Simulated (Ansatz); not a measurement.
# CH$_{4}$ClNOSi: what the fields show

The calculation's input:

```
crystal:
  periodic: [false, false, false]
  atoms:
    - { symbol: O, position_ang: [2.0583, 0.6942, -1.0471] }
    - { symbol: C, position_ang: [1.0276, 0.0462, -0.4686] }
    - { symbol: "N", position_ang: [-0.1002, 0.6645, -0.2853] }
    - { symbol: Si, position_ang: [-1.2185, -0.2903, 0.4965] }
    - { symbol: Cl, position_ang: [-0.7809, -0.6851, 2.4257] }
    - { symbol: H, position_ang: [1.6672, 1.6507, -1.2222] }
    - { symbol: H, position_ang: [1.3603, -0.9839, -0.2278] }
    - { symbol: H, position_ang: [-0.70663, 1.49837, -0.42138] }
    - { symbol: H, position_ang: [-1.3808, -1.5845, -0.1621] }
basis:
  gaussian: { orbitals: def2-mTZVP }
hamiltonian:
  xc: pbe
relax:
  f_tol: 0.02
  max_steps: 50
output:
  orbitals: {}
```

Launched as:

```sh
ansatz run input.yaml --threads 2 --pin off --max-ram 3072MiB --backend cpu --events-out ev --progress --plain --runs-dir out
```

The fields are those of the relaxed geometry.

Theory: RKS PBE/def2-mTZVP in Ansatz.

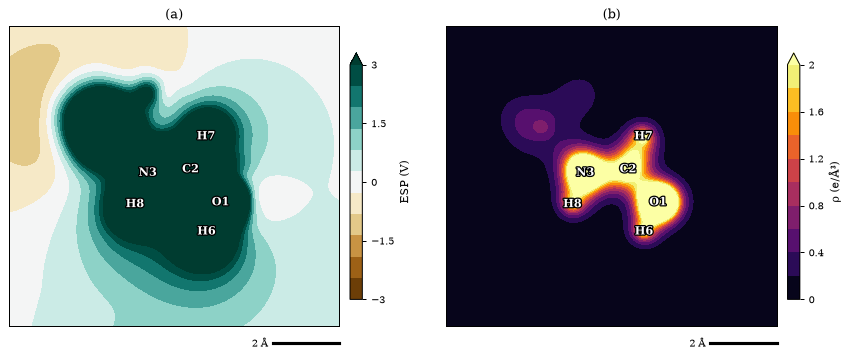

Figure 1. (a) electrostatic potential; (b) total electron density on the plane of atoms C2, O1 and H6.

> Read the bonding off the picture.

- The plane passes through O, C, N and H nuclei.
- C–N (1.29 Å): the density is about 2.6 e/Å³ at the midpoint.
- C–O (1.34 Å): ρ is about 2.4 e/Å³ halfway.
- O–H (0.98 Å): ρ is about 3.6 e/Å³ halfway.
- N–H (1.03 Å): the density is about 2.8 e/Å³ at the midpoint.
- C–H (1.09 Å): the density is about 2.1 e/Å³ at the midpoint.
- Outside the dense part of the molecule the potential is most negative (−1.2 V) near Cl5, which lies off the plane.

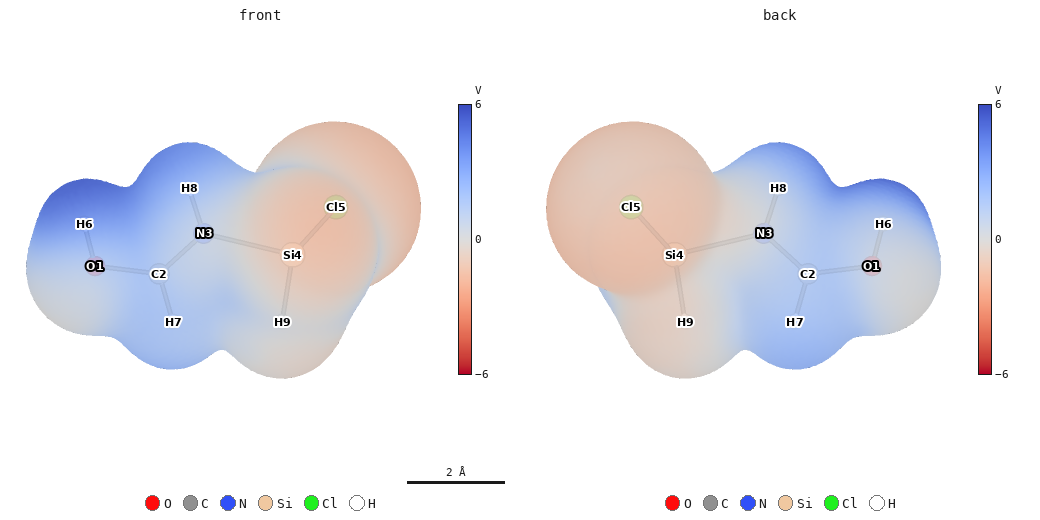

Figure 2. The molecular electrostatic potential painted on the density surface at 0.004 e/bohr³, seen from the front and from behind; red is negative and blue positive.

> Describe the electrostatic potential map.

The most negative region (about −1.5 V) lies over Cl5, the most positive (about +5.0 V) over H6.

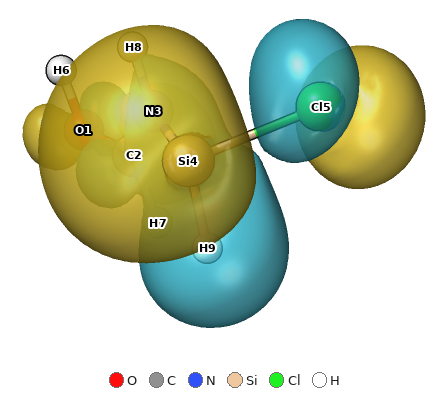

Figure 3. The HOMO at ±0.06 Å⁻³ᐟ² (yellow and cyan are the two phases), seen at an oblique angle.

> Describe this orbital and give its energy.

By Hirshfeld shares it lies mainly on Si4 (about 60 %), Cl5 (about 20 %) and H9 (about 10 %). Its energy is −4.65 eV.

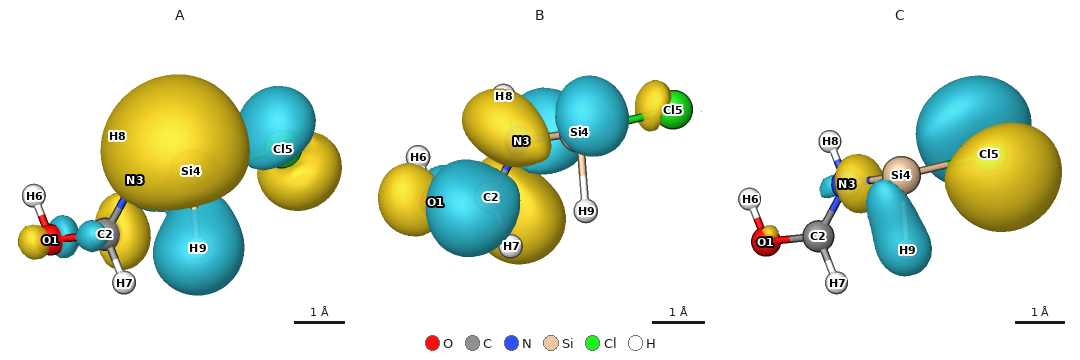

Figure 4. Three frontier orbitals at ±0.1 Å⁻³ᐟ² (yellow and cyan are the two phases), in no order.

> Order the three orbitals by energy and name them.

C is the HOMO−1 (−6.65 eV). It lies mainly on Cl5 (about 85 %); largely a lone pair of Cl5. A is the HOMO (−4.65 eV). It lies mainly on Si4 (about 60 %), Cl5 (about 20 %) and H9 (about 10 %). B is the LUMO (−2.65 eV). Its weight (Hirshfeld) is mainly on C2 (about 40 %), N3 (about 25 %), O1 (about 15 %) and Si4 (about 10 %).

> What is the HOMO–LUMO gap?

2.00 eV between the orbital energies.
